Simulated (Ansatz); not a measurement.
Consider GaAs in the zinc blende structure (space group F-43m, No. 216; a = 5.603 Å).

Now apply this change: an isotropic linear strain of −3.00 %, atoms relaxed at fixed cell.

Level of theory: LDA/PAW in Ansatz (an electronic-structure program), scalar-relativistic without spin-orbit coupling.

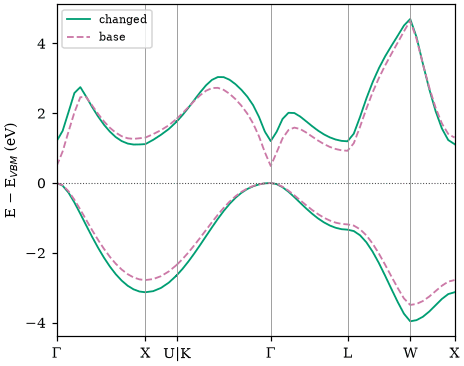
Figure: Highest valence and lowest conduction band along the path, each from its own valence-band maximum

The gap is 1.10 eV, indirect, Γ → Γ–X (87 % along); the base has 0.49 eV.

Stability against distortions was not tested.
